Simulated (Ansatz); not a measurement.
A series of calculations on AlGeH₅Te

Part 1: Relaxation

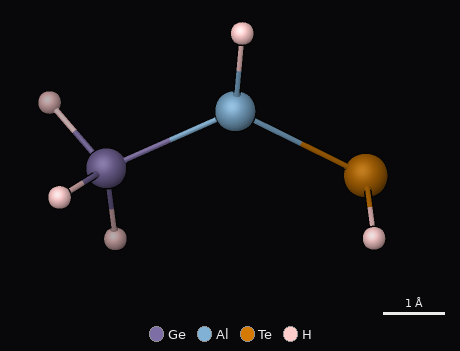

Starting structure of AlGeH5Te. The picture is a ball-and-stick view, seen at a tilt.

The run prepares an end point of a later path (torsion) calculation, from a guessed geometry.

All numbers below come from Ansatz 0.2.0, RKS PBE-D4/def2-SVPD.

The input:
```yaml
crystal:
  periodic: [false, false, false]
  atoms:
    - { symbol: Ge, position_ang: [-0.8991, 1.1382, -0.0806] }
    - { symbol: Al, position_ang: [0.9679, -0.2995, -0.3783] }
    - { symbol: Te, position_ang: [0.6115, -2.8812, -0.2944] }
    - { symbol: H, position_ang: [-2.1493, 0.3409, 0.1214] }
    - { symbol: H, position_ang: [-1.1162, 2.0505, -1.3785] }
    - { symbol: H, position_ang: [-0.7177, 2.1112, 1.1382] }
    - { symbol: H, position_ang: [2.4531, 0.3199, -0.6124] }
    - { symbol: H, position_ang: [0.942, -2.8371, 1.4289] }
basis:
  gaussian: { orbitals: def2-SVPD }
hamiltonian:
  xc: pbe
  dispersion: d4
relax:
  f_tol: 0.015
  max_steps: 40
```

Run as
```bash
ansatz run input.yaml --threads 2 --pin off --max-ram 3072MiB --backend cpu --events-out ev --progress --plain --runs-dir out
```

What does the optimiser find from here?

The atom that moves furthest after the best rigid fit is H8 (1.43 Å). Largest moves by element: H 1.43 Å, Te 0.84 Å, Al 0.36 Å, Ge 0.18 Å. Among the contacts that change: Ge1–Al2 2.375 → 2.478 Å, Te3–H8 1.755 → 1.682 Å, Al2–Te3 2.608 → 2.548 Å, Ge1–H4 1.496 → 1.553 Å. Among the angles between lasting bonds that change: Ge1–Al2–H7 120.4° → 125.7°, Ge1–Al2–Te3 119.2° → 115.9°, Al2–Te3–H8 88.9° → 91.4°. Groups turn about Al2–Te3 by about 90°. Over 14 geometry steps the energy falls by 11.3 kcal/mol. Largest force component: 1.4 eV/Å at the start, 0.0045 eV/Å at the end. Cost: 29 s on 2 threads of AMD EPYC 9R14 (Zen 4), with other jobs on the host, peak memory 0.22 GiB.

The structure at the end:

```xyz
8

Ge   -0.9993    1.2763   -0.1428
Al    0.8783   -0.3372   -0.0293
Te    0.2409   -2.7563    0.4525
H    -2.3752    0.5924    0.0800
H    -1.0652    1.9996   -1.5166
H    -0.8628    2.3885    0.9341
H     2.4227    0.0139   -0.2281
H     1.8528   -3.2343    0.3944
```

The end point in the same view:

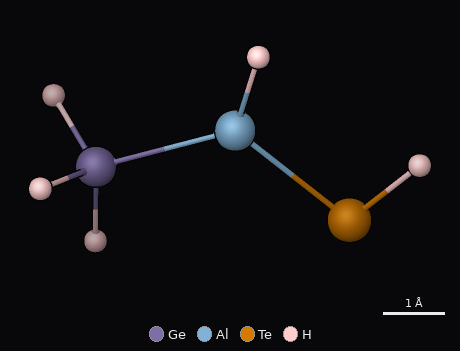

Part 2: Relaxation

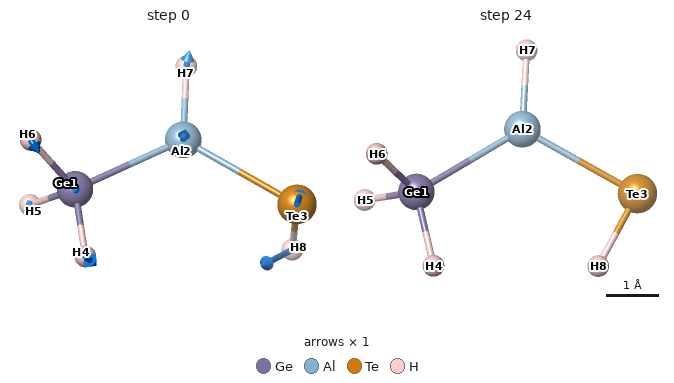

The structure of AlGeH5Te before (left) and after (right) a relaxation, at one scale. The blue arrows give the displacements, at their true length.

Style: ball-and-stick. Shown at a tilt.

The run prepares an end point of a later path (torsion) calculation, from a guessed geometry.

Computed with RKS PBE-D4/def2-SVPD (Ansatz 0.2.0).

The input:
```yaml
crystal:
  periodic: [false, false, false]
  atoms:
    - { symbol: Ge, position_ang: [-0.8991, 1.1382, -0.0806] }
    - { symbol: Al, position_ang: [0.9679, -0.2995, -0.3783] }
    - { symbol: Te, position_ang: [0.6115, -2.8812, -0.2944] }
    - { symbol: H, position_ang: [-2.1493, 0.3409, 0.1214] }
    - { symbol: H, position_ang: [-1.1162, 2.0505, -1.3785] }
    - { symbol: H, position_ang: [-0.7177, 2.1112, 1.1382] }
    - { symbol: H, position_ang: [2.4531, 0.3199, -0.6124] }
    - { symbol: H, position_ang: [0.29013, -2.85919, -2.01985] }
basis:
  gaussian: { orbitals: def2-SVPD }
hamiltonian:
  xc: pbe
  dispersion: d4
relax:
  f_tol: 0.015
  max_steps: 40
```

Launched with:
```bash
ansatz run input.yaml --threads 2 --pin off --max-ram 3072MiB --backend cpu --events-out ev --progress --plain --runs-dir out
```

Summarise the run.

Answer. H8 moves most after the best rigid fit: 1.39 Å. By element the largest moves are H 1.39 Å, Te 0.87 Å, Al 0.29 Å, Ge 0.15 Å. Near-neighbour distances that change, for instance: Ge1–Al2 2.375 → 2.477 Å, Te3–H8 1.755 → 1.682 Å, Al2–Te3 2.608 → 2.547 Å, Ge1–H4 1.496 → 1.552 Å. Bond angles that change, for instance: Ge1–Al2–H7 120.4° → 126.2°, Te3–Al2–H7 120.4° → 115.0°. Groups turn about Al2–Te3 by about 90°. Over 22 accepted moves (24 points after the start) the energy falls by 11.6 kcal/mol. Largest force component: 1.4 eV/Å at the start, 0.0046 eV/Å at the end. The line search rejected the trial steps at points 12, 18 of the run. The forces were under the threshold at step 13, but the run went on from there.

Part 3: Path

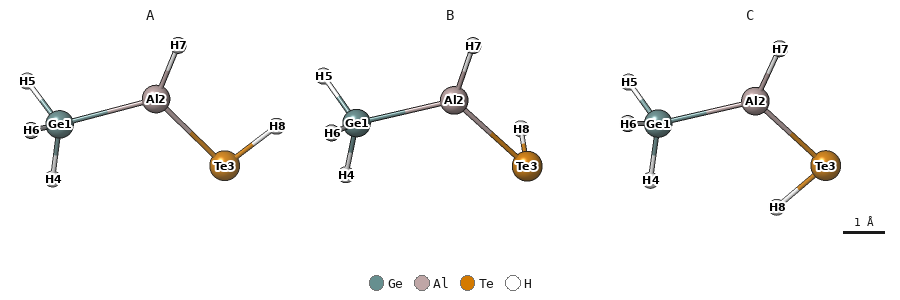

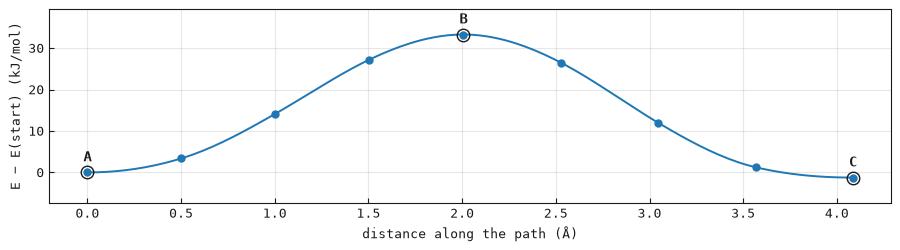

A search for the minimum-energy path of AlGeH₅Te by the nudged elastic band. Images are numbered from 0 (start) to 8 (end). Frames A to C are images 0, 4, 8. A ball-and-stick model, seen at a tilt.

Theory: Ansatz 0.2.0, RKS PBE-D4/def2-SVPD.

Input
```yaml
crystal:
  periodic: [false, false, false]
  atoms:
    - { symbol: Ge, position_ang: [-1.007582, 1.268067, -0.157872] }
    - { symbol: Al, position_ang: [0.882124, -0.327708, -0.001833] }
    - { symbol: Te, position_ang: [0.253669, -2.76201, 0.409606] }
    - { symbol: H, position_ang: [-2.383329, 0.565733, -0.001415] }
    - { symbol: H, position_ang: [-1.028442, 2.016705, -1.519471] }
    - { symbol: H, position_ang: [-0.925084, 2.360831, 0.94404] }
    - { symbol: H, position_ang: [2.42904, 0.043273, -0.133983] }
    - { symbol: H, position_ang: [1.871804, -3.221991, 0.405228] }
basis:
  gaussian: { orbitals: def2-SVPD }
hamiltonian:
  xc: pbe
  dispersion: d4
neb:
  order_check: false
  images: 7
  f_tol: 0.05
  max_iterations: 60
  initial_path: idpp
  final_atoms:
    - { symbol: Ge, position_ang: [-0.85914419, 1.03139913, -0.12075541] }
    - { symbol: Al, position_ang: [1.3154831, -0.14950014, -0.00250187] }
    - { symbol: Te, position_ang: [1.32583397, -2.67837203, 0.29985321] }
    - { symbol: H, position_ang: [-2.04439213, 0.06649787, 0.15129949] }
    - { symbol: H, position_ang: [-1.093467, 1.66445508, -1.5207175] }
    - { symbol: H, position_ang: [-0.95688926, 2.1898102, 0.91009881] }
    - { symbol: H, position_ang: [2.76047735, 0.52377498, -0.10514009] }
    - { symbol: H, position_ang: [-0.35570184, -2.70516509, 0.33216337] }
```

Command:
```bash
ansatz run input.yaml --threads 2 --pin off --max-ram 3072MiB --backend cpu --events-out ev --progress --plain --runs-dir out
```

Question: Read off the barrier and say what moves.

Answer: Forward barrier 33.3 kJ/mol, backward barrier 34.5 kJ/mol, with image 4 at the top; the reaction energy is −1.3 kJ/mol. The motion is a rotation about the Al2–Te3 bond by about 180°. No bond forms or breaks between the ends. Among the angles between lasting bonds that change up to the highest image: Al2–Te3–H8 91.4° → 83.6°, Ge1–Al2–H7 125.7° → 120.7°. The band converged in 6 iterations. The largest component of the band force went from 1.5 to 0.045 eV/Å. The climbing image converged on the top of the path. Its vibrational analysis gives 2 imaginary modes over 30i cm⁻¹, so it isn't confirmed as a transition state.
